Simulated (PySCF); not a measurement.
**C₅H₁₄N₂SSi: density, localisation and related maps**

Input

```
{"job": {"kind": "nmr", "xc": "PBE0", "basis": "pcSseg-1"}, "charge": 0, "multiplicity": 1}
C      3.063329     1.910998    -1.502914
S      2.058004     1.339084    -0.099060
C      0.485330     1.072341    -0.960563
Si    -0.755575     0.352240     0.286053
N     -0.871610     1.557132     1.511604
C     -2.446914    -0.376467    -0.200002
C     -1.935856    -1.740958     0.264763
N     -0.570029    -1.339150     0.555487
C      0.388758    -2.265671     1.084111
H      2.631877     2.821508    -1.910710
H      3.099724     1.131907    -2.259884
H      4.060459     2.107003    -1.123459
H      0.154522     2.031942    -1.348341
H      0.674611     0.392200    -1.786940
H     -1.472484     1.438747     2.311085
H     -0.070702     2.123552     1.738154
H     -2.723635    -0.362292    -1.247079
H     -3.283956    -0.009021     0.380458
H     -1.975208    -2.518422    -0.505057
H     -2.449596    -2.113299     1.158560
H      0.505287    -3.122314     0.411315
H      1.347762    -1.762682     1.184640
H      0.081152    -2.641395     2.067854
```

Run with:

```sh
OMP_NUM_THREADS=1 python probes_run.py task.json out
```

Geometry: GFN2-xTB.

The calculation used PBE0/pcSseg-1, SCF density, gas phase, non-relativistic in PySCF.

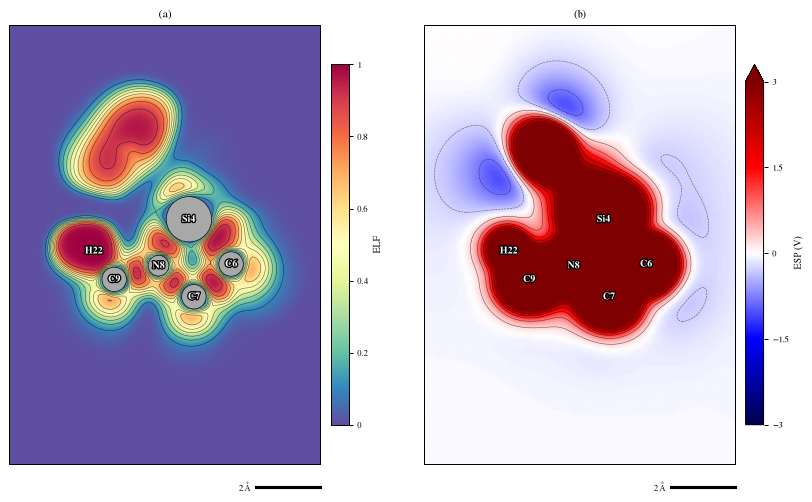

Figure 1. (a) ELF; (b) electrostatic potential on the plane of atoms C6, C7 and N8. Grey discs cover the atomic cores in the ELF map.

Question: Interpret the plot.

Answer: The section cuts through Si, C, N and H sites. C–N (1.43 Å): the ELF peaks at about 0.95 between the atoms; a shared electron pair. C–C (1.53 Å): the ELF peaks at about 0.95 between the atoms; localised, covalent bonding. Si–N (1.72 Å): the ELF peaks at about 0.90 between the atoms; a shared but strongly polarised pair. C–Si (1.90 Å): the ELF peaks at about 0.95 between the atoms (a covalent bond). C–H (1.09 Å): the ELF climbs to about 1 towards the hydrogen, as it does in any bond to H (an ordinary covalent bond to hydrogen). The ELF also peaks beside S2, away from the bonds: lone-pair regions. Outside the dense part of the molecule the potential is most negative (−1.0 V) near S2, which lies off the plane.

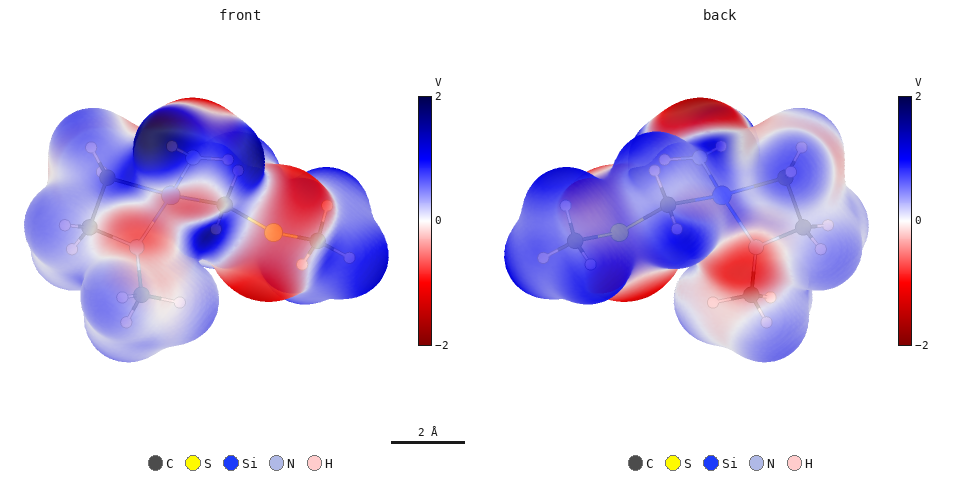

Figure 2. The electrostatic potential painted on the density surface at 0.004 e/bohr³, seen from the front and from behind; red is negative and blue positive.

Question: Describe the electrostatic potential map.

Answer: The most negative region (about −1.5 V) lies over N5, the most positive (about +1.9 V) over H15. N5 is the likeliest acceptor of a hydrogen bond.
